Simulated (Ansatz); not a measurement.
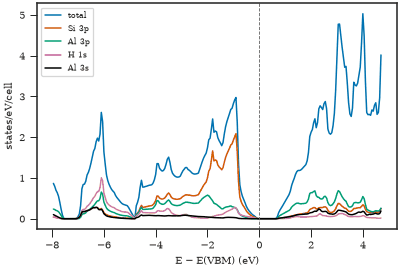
*Total and projected density of states of CaAlSiH in space group P3m1 (No. 156; Ca on 1a, Al on 1c, Si on 1b, H on 1c), plane-wave PAW r²SCAN (Ansatz code)*

Which orbitals carry the states next to the gap?

Top 1 eV of the valence band: Si 3p 68 %, H 1s 11 %, Al 3p 10 %, outside the projected shells 8 %. Bottom 1 eV of the conduction band: Al 3p 34 %, Si 3s 9 %, Si 3p 9 %, Al 3s 8 %, outside the projected shells 34 %. Projections are on Löwdin-orthogonalised atomic valence shells; empty p or d shells of many metals are not among them.

Where is the tallest occupied peak in this window, and what makes it?

Near -0.9 eV, about 3.0 states/eV per cell; the largest projected share is Si 3p.

The first step of the workflow began from a Materials Project structure, measured or hypothetical; the Crystallography Open Database copy checked does not list it. Its standing as an ambient phase is unchecked. Symmetry was held in the r²SCAN relaxation; whether a distortion lowers the energy is not shown.

Potentials: the later of the program's two PAW sets.
